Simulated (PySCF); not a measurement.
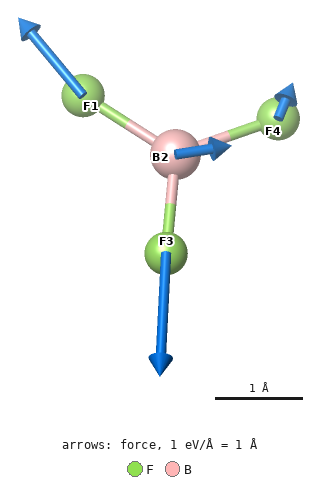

Starting geometry of BF₃ with the computed forces as blue arrows. The picture is a ball-and-stick view, seen at a tilt.

The start comes from GFN2-xTB. Its atoms were then displaced at random by about 0.01 Å.

Computed with PBE0-D3(BJ)/def2-SVP geometry optimisation, gas phase (PySCF). 

> Is this structure relaxed? If not, where do the atoms go?

It isn't relaxed: the largest force vector, on F3, is 1.61 eV/Å. The final displacements follow the starting forces only in part (cosine between the two patterns 0.76). The atom that moves furthest after the best rigid fit is F3 (0.037 Å). By element the largest moves are F 0.037 Å, B 0.013 Å. Near-neighbour distances that change, for instance: B2–F3 1.285 → 1.309 Å, F1–B2 1.290 → 1.310 Å. Bond angles that change, for instance: F1–B2–F4 123.1° → 119.9°. The energy falls by 1.20 kcal/mol in 12 geometry steps.
